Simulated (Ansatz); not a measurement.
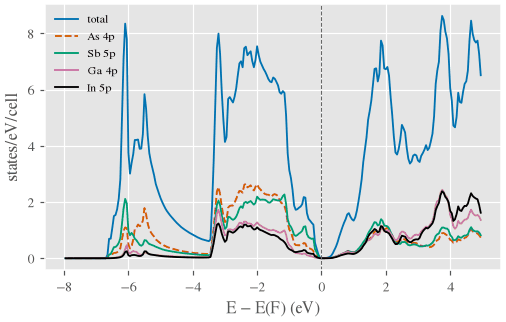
*Total and projected density of states of InGaSbAs in space group Pmm2 (No. 25; Pearson symbol oP8), plane-wave PAW PBE (Ansatz code)*

Task: Which orbitals carry the states next to the Fermi level?

Result: Within 0.5 eV of the Fermi level: Sb 5p 49 %, As 4p 23 %, In 5p 12 %, Ga 4p 7 %. Projections are on Löwdin-orthogonalised atomic valence shells; empty p or d shells of many metals are not among them.

Task: Where is the tallest occupied peak in this window, and what makes it?

Result: Near -6.1 eV, about 8.3 states/eV per cell; the largest projected share is Ga 4s.

The start of the workflow was typed in or built on a structure type; neither database checked (COD, Materials Project) lists it. Its standing as an ambient phase is unchecked. The PBE relaxation kept the symmetry of its start; whether a distortion lowers the energy is not shown. Scalar-relativistic: spin–orbit coupling is off unless named, which matters more the heavier the elements.

Potentials: the earlier of the program's two PAW sets.
